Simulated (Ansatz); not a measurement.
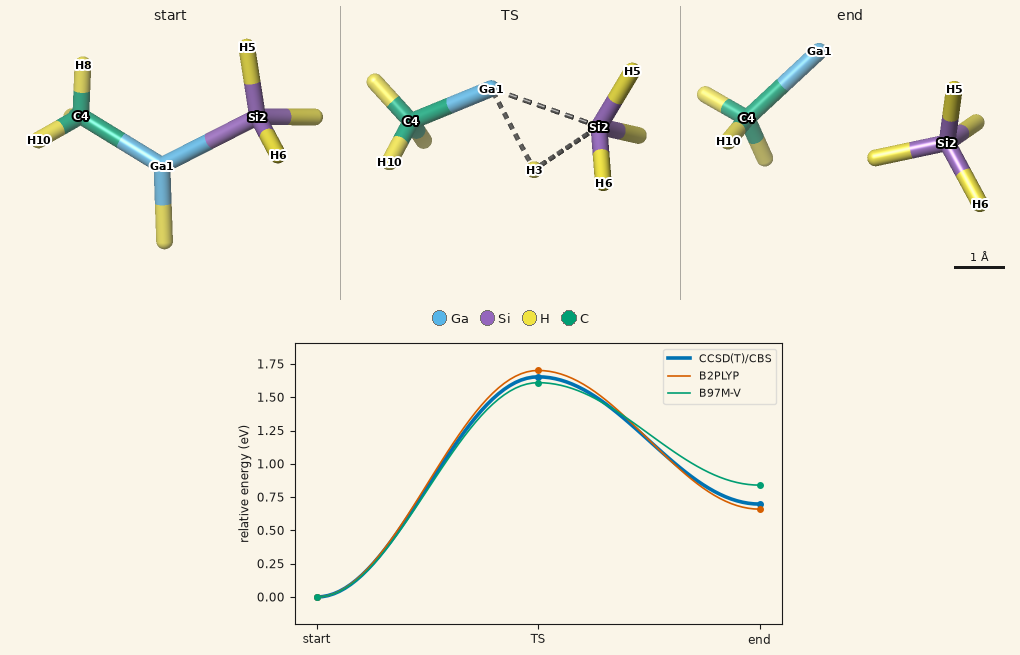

A reaction step of CH7GaSi, with its energy diagram. A stick model, seen at a tilt. Dashed sticks mark bonds that form or break.

Stationary points at PBE0-D4/def2-TZVP, single-point energies with CCSD(T)/CBS, B2PLYP, B97M-V (def2-TZVPP where no basis is named; Ansatz 0.2.0). The energies are electronic, without zero-point or thermal terms, and both ends are the minima reached downhill from the saddle, with any fragments still in contact. CCSD(T)/CBS stands for a frozen-core estimate: MP2 correlation extrapolated from def2-TZVPP and def2-QZVPP, CCSD(T) minus MP2 from the smaller set.

Question: What happens, and what does it cost?

Answer: Counted by bonded pieces, the start holds CH₇GaSi and the end holds CH₃Ga + SiH₄. From the start over the saddle to the end, a bond forms: H–Si (3.46 → 1.75 → 1.49 Å). Bonds break: Ga–Si (2.42 → 2.41 → 3.45 Å), Ga–H (1.58 → 1.86 → 2.69 Å). The saddle has one imaginary mode, 238i cm⁻¹. With CCSD(T)/CBS the barrier is 1.65 eV from the start and 0.96 eV from the end, and the end lies 0.70 eV above the start. By Pauling bond orders of the changing bonds the saddle lies closer to the start, the lower end, against what Hammond's postulate suggests.

```tsv
level	barrier from the start (eV)	barrier from the end (eV)	the end less the start (eV)
CCSD(T)/CBS	1.65	0.96	0.70
B2PLYP	1.70	1.04	0.66
B97M-V	1.61	0.77	0.84
```
